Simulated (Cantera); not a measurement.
Charge: 1 mol FeS2, 3.2 mol O2, at 0.0240 bar.

Method: chemical equilibrium by Gibbs-energy minimisation in Cantera with the NASA 1993 tables (ideal gas, pure condensed phases). Candidate condensed phases: Fe, FeO, FeS, FeSO4, FeS2, Fe2O3, Fe2(SO4)3, Fe3O4, S; 12 gas species. Equilibrium is a limit: real reactors are often held back by kinetics, nucleation or transport.

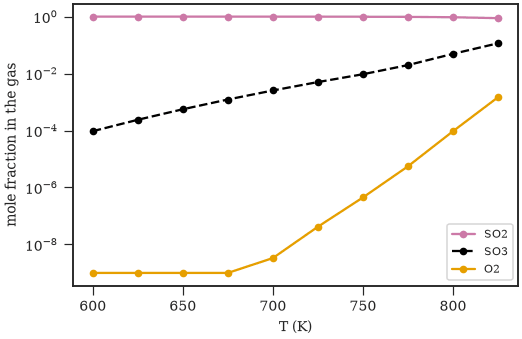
Figure. Equilibrium gas composition (values under 1e-9 drawn at 1e-9)

From 600 K to 750 K the condensed part is FeSO4(s) + Fe2(SO4)3(s). From 775 K to 825 K the condensed part is Fe2O3(s) + Fe2(SO4)3(s).
